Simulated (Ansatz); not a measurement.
System Li₂MgGeSe₄ (space group I-42m, No. 121); source of the atomic positions: the geometry relaxed with DFT, PBEsol, plane waves, PAW (Ansatz); the starting structure was generated, so it need not be a known form of this composition.

```cif
data_structure
_symmetry_space_group_name_H-M 'I-42m'
_symmetry_Int_Tables_number 121
_cell_length_a 5.7218
_cell_length_b 5.7218
_cell_length_c 11.5705
_cell_angle_alpha 90.000
_cell_angle_beta 90.000
_cell_angle_gamma 90.000
_cell_volume 378.81
loop_
_atom_site_label
_atom_site_type_symbol
_atom_site_symmetry_multiplicity
_atom_site_Wyckoff_symbol
_atom_site_fract_x
_atom_site_fract_y
_atom_site_fract_z
_atom_site_occupancy
Li1 Li 4 d 0.00000 0.50000 0.25000 1
Mg1 Mg 2 a 0.00000 0.00000 0.00000 1
Ge1 Ge 2 b 0.50000 0.50000 0.00000 1
Se1 Se 8 i 0.73254 0.73254 0.12478 1
```

Bonds are taken as Ge–Se below 2.7 Å and Mg–Se below 2.9 Å; Li is left out of the net, as the electropositive filling of the structure. The graph is simplified in the usual way: terminal and isolated atoms are pruned, two-connected atoms become edges.

Derive the underlying net.

The result is a uninodal 4-connected, two-periodic (layers) net: Mg and Ge are 4-connected nodes. Se becomes part of the edges. It is the sql net, known from the square lattice. The layers lie parallel to (001).

```csv
node,links,point symbol,coordination sequence
Mg and Ge,4,4⁴·6²,4 8 12 16
```

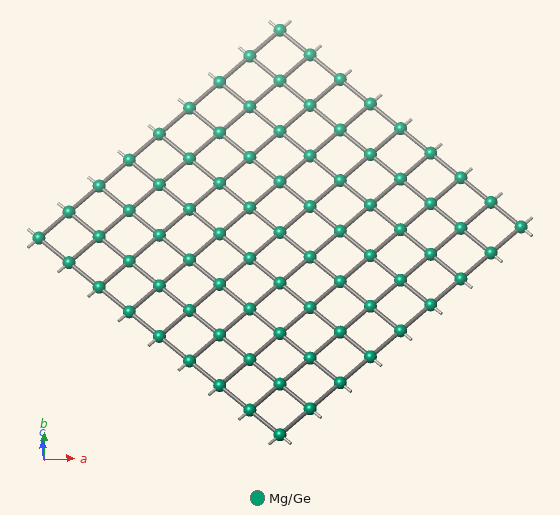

Nodes are coloured by topological kind. One layer is drawn. Edges to nodes outside the piece are drawn as stubs.
